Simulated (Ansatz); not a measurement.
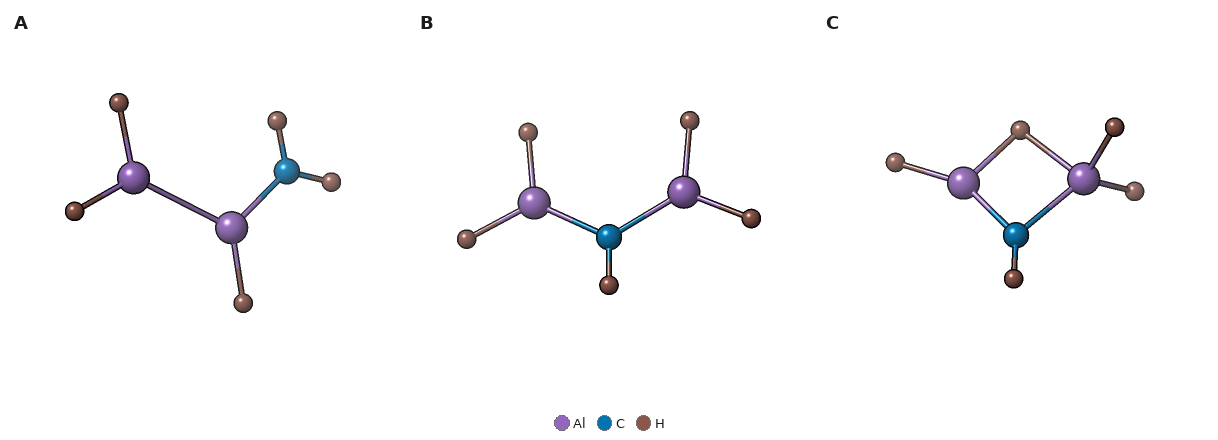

3 stationary structures of one formula. State: charge −1, singlet. Geometries: PBE0-D4/def2-TZVPD. Electronic energies: RHF-CCSD(T) (frozen core)/def2-TZVPPD (Ansatz 0.2.0), without zero-point energy. No frequency run is at hand to confirm each as a minimum. Each is one conformer, not always the lowest.

> Which is lowest in energy, and by how much?

B is lowest (C2v); C lies 0.310 eV above it (Cs), A lies 0.749 eV above it (Cs).
